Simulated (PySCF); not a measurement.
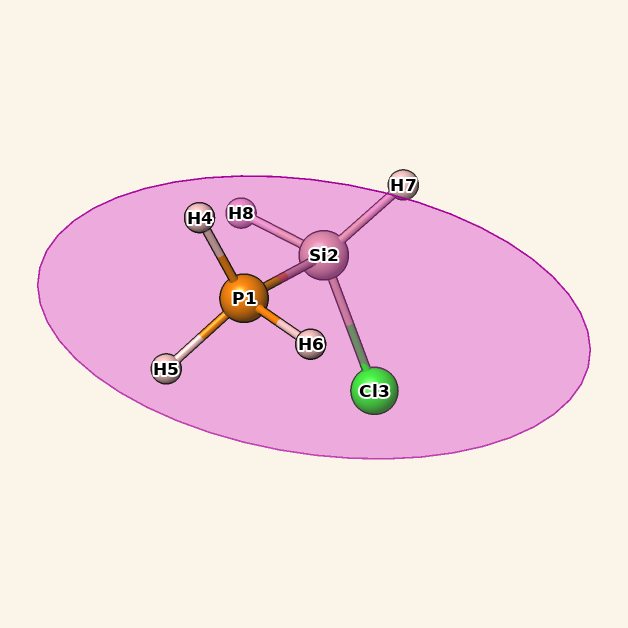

A disc through the centre of mass is drawn in. Distant atoms are faded towards the background colour. The species has charge +1 and is a spin singlet. Computed geometry: PBE0-D3(BJ)/def2-SVP optimisation. No frequency run is at hand to confirm it as a minimum.

Is the plane of the disc a mirror plane of the structure?

Answer. No. The point group is Cs, with 1 mirror plane, and this plane isn't one of its mirror planes.
